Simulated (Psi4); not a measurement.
# C2HF2Ge (SMILES C#[C][Ge]([F])[F]): UB3LYP/6-31G(d) (spherical functions)

Aim: the vertical ionisation energy of C2HF2Ge at UB3LYP/6-31G* (spherical functions), from 2 runs. 

The results are computed with Psi4 1.11.

**1. Starting point**

C2HF2Ge: 6 atoms, total charge 0, spin state doublet. SMILES: `C#[C][Ge]([F])[F]`. The coordinates come from a PBE0-D4/def2-TZVP relaxation.

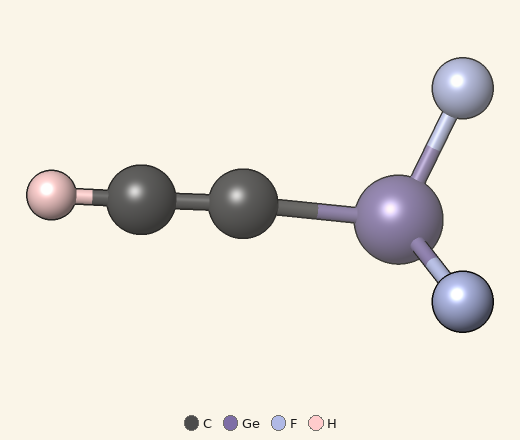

Viewed from a chosen angle; carbon dark grey, germanium purple, fluorine light blue, hydrogen pink.

**2. The energy at UB3LYP/6-31G(d) (spherical functions)**

Input file c2hf2ge.py:

```python
import psi4

psi4.set_memory(2200000000)
psi4.set_num_threads(1)
psi4.core.set_output_file('run.log', False)

mol = psi4.geometry("""
0 2
C     -0.35923694     0.97963402     3.19911736
C     -0.24831001     0.38588207     1.00212176
Ge    -0.54726469    -0.26399474    -2.50029664
F     -0.52269825    -3.49712717    -2.95761036
F      2.15976799     0.80143285    -3.98392062
H     -0.40288961     1.47341946     5.15328314
units au
symmetry c1
no_reorient
no_com
""")

psi4.set_options({
    'reference': 'uks',
    'puream': True,
    'e_convergence': 1e-09,
    'd_convergence': 1e-08,
    'scf_type': 'pk',
    'dft_radial_points': 99,
    'dft_spherical_points': 590,
    'maxiter': 100,
})

energy_value = psi4.energy("b3lyp/6-31G*", molecule=mol)
print(f'b3lyp/6-31G* energy: {energy_value:.10f} Eh')
```

The run is started by

```bash
$ python c2hf2ge.py
```

run.log:

```text
[...]
  Running in c1 symmetry.
[...]
  Nuclear repulsion =  338.439494839305610
[...]
  Multiplicity = 2
[...]
  Nalpha       = 32
  Nbeta        = 31
[...]
    Number of basis functions: 90
[...]
   @UKS iter   1: -2351.89156147411268   -2.51152e+00   3.02366e-02 ADIIS/DIIS
[...]
   @UKS iter  17: -2353.20817305202809   -2.72848e-12   6.22664e-09 DIIS
[...]
   @S^2 Observed:                7.519261822E-01
[...]
    Orbital Energies [Eh]
    ---------------------
    Alpha Occupied:
       1A   -398.796497     2A    -49.868776     3A    -44.393591
       4A    -44.392422     5A    -44.392083     6A    -24.683076
       7A    -24.683048     8A    -10.221782     9A    -10.207087
      10A     -6.304283    11A     -4.476096    12A     -4.474745
      13A     -4.472860    14A     -1.295304    15A     -1.286558
      16A     -1.278140    17A     -1.276508    18A     -1.276102
      19A     -1.163024    20A     -1.139178    21A     -0.775959
      22A     -0.608364    23A     -0.553461    24A     -0.470197
      25A     -0.466215    26A     -0.433229    27A     -0.406862
      28A     -0.403352    29A     -0.396423    30A     -0.322857
      31A     -0.316204    32A     -0.259376
[...]
  @UKS Final Energy: -2353.20817305202809
   => Energetics <=
    Nuclear Repulsion Energy =            338.4394948393056097
    One-Electron Energy =               -3949.3653750515077263
    Two-Electron Energy =                1347.3270033275823607
    DFT Exchange-Correlation Energy =     -89.6092961674081323
    Empirical Dispersion Energy =           0.0000000000000000
    VV10 Nonlocal Energy =                  0.0000000000000000
    Total Energy =                      -2353.2081730520280871
  UHF NO Occupations:
  HONO-2 :   30  A 1.9998633
  HONO-1 :   31  A 1.9994639
[...]
 Multipole Moments:
 ------------------------------------------------------------------------------------
     Multipole            Electronic (a.u.)      Nuclear  (a.u.)        Total (a.u.)
 ------------------------------------------------------------------------------------
 L = 1.  Multiply by 2.5417464519 to convert [e a0] to [Debye]
 Dipole X            :          6.2310530           -6.8270137           -0.5959607
 Dipole Y            :         23.6109134          -23.0425646            0.5683489
 Dipole Z            :        112.9464129         -112.1225534            0.8238595
 Magnitude           :                                                    1.1648751
[...]
```

The script printed:

```text
b3lyp/6-31G* energy: -2353.2081730520 Eh
```

Wall time 29 s (1 thread of Intel Xeon Platinum 8259CL at 2.50GHz (Skylake/Cascade Lake), shared host); peak memory 0.96 GiB.

**3. The singlet cation, same level**

Input file input.in:

```
memory 2200 MB

molecule mol {
  1 1
  C     -0.190100     0.518400     1.692900
  C     -0.131400     0.204200     0.530300
  Ge    -0.289600    -0.139700    -1.323100
  F     -0.276600    -1.850600    -1.565100
  F      1.142900     0.424100    -2.108200
  H     -0.213200     0.779700     2.727000
  symmetry c1
}

set {
  basis 6-31G*
  reference rks
  puream true
  e_convergence 1e-09
  d_convergence 1e-08
  scf_type pk
  dft_radial_points 99
  dft_spherical_points 590
}

energy_value, wavefunction = energy('b3lyp', return_wfn=True)
oeprop(wavefunction, 'MULLIKEN_CHARGES', 'MAYER_INDICES', 'QUADRUPOLE', title='B3LYP')
print_variables()
```

The run is started by

```bash
$ psi4 -i input.in -o input.out -n 1
```

input.out, shortened:

```text
[...]
  Running in c1 symmetry.
[...]
  Nuclear repulsion =  338.439495053189944
[...]
  Multiplicity = 1
[...]
  Nalpha       = 31
  Nbeta        = 31
[...]
    Number of basis functions: 90
[...]
   @RKS iter   1: -2351.63155587605161   -2.25151e+00   2.98069e-02 ADIIS/DIIS
[...]
   @RKS iter  13: -2352.85267917334613   -3.27418e-11   9.94446e-09 DIIS
[...]
  @RKS Final Energy: -2352.85267917334613
   => Energetics <=
    Nuclear Repulsion Energy =            338.4394950531899440
    One-Electron Energy =               -3932.4681414856167976
    Two-Electron Energy =                1330.4585319472375886
    DFT Exchange-Correlation Energy =     -89.2825646881570663
    Empirical Dispersion Energy =           0.0000000000000000
    VV10 Nonlocal Energy =                  0.0000000000000000
    Total Energy =                      -2352.8526791733461323
[...]
 Multipole Moments:
 ------------------------------------------------------------------------------------
     Multipole            Electronic (a.u.)      Nuclear  (a.u.)        Total (a.u.)
 ------------------------------------------------------------------------------------
 L = 1.  Multiply by 2.5417464519 to convert [e a0] to [Debye]
 Dipole X            :         -2.1295495            1.0174442           -1.1121053
 Dipole Y            :         -0.2359223            1.2773611            1.0414387
 Dipole Z            :         -6.5516731            8.0078096            1.4561365
 Magnitude           :                                                    2.1075356
 L = 2.  Multiply by 1.3450342976 to convert [e a0^2] to [Debye ang]
 Quadrupole XX       :        -78.9927330           54.6074519          -24.3852811
 Quadrupole XY       :        -32.1820349           30.8964161           -1.2856188
[...]
  Mulliken Charges: (a.u.)
   Center  Symbol    Alpha    Beta     Spin     Total
       1     C     2.94262  2.94262  0.00000  0.11476
       2     C     2.96038  2.96038  0.00000  0.07924
       3    GE    15.51010 15.51010  0.00000  0.97980
       4     F     4.62209  4.62209  0.00000 -0.24418
       5     F     4.62209  4.62209  0.00000 -0.24418
       6     H     0.34272  0.34272  0.00000  0.31455
   Total alpha = 31.00000, Total beta = 31.00000, Total charge =  1.00000
  Mayer Bond Indices:
[...]
```

It took 16 s on 1 thread of Intel Xeon Platinum 8259CL at 2.50GHz (Skylake/Cascade Lake), shared host; peak memory 0.96 GiB.

**4. Summary of results**

At UB3LYP/6-31G* (spherical functions):

| quantity | value |
| --- | --- |
| doublet C2HF2Ge: total energy | -2353.20817 Eh |
| doublet C2HF2Ge: dipole moment | 2.96 D |
| doublet C2HF2Ge: HOMO energy (highest over α and β) | -7.06 eV |
| doublet C2HF2Ge: LUMO energy (lowest over α and β) | -4.25 eV |
| doublet C2HF2Ge: ⟨S²⟩ | 0.752 |
| singlet cation: total energy | -2352.85268 Eh |
| singlet cation: HOMO energy | -14.79 eV |
| singlet cation: LUMO energy | -12.20 eV |
| singlet cation: HOMO–LUMO gap | 2.59 eV |
| vertical ionisation energy (to the singlet cation) | 9.673 eV |

Removing an electron at fixed nuclei costs 9.67 eV (933 kJ/mol). Only the singlet of the ionised species was computed; a triplet could lie lower. With no_com the log's rotational constants are taken about the origin, not the centre of mass, so they aren't the molecule's.
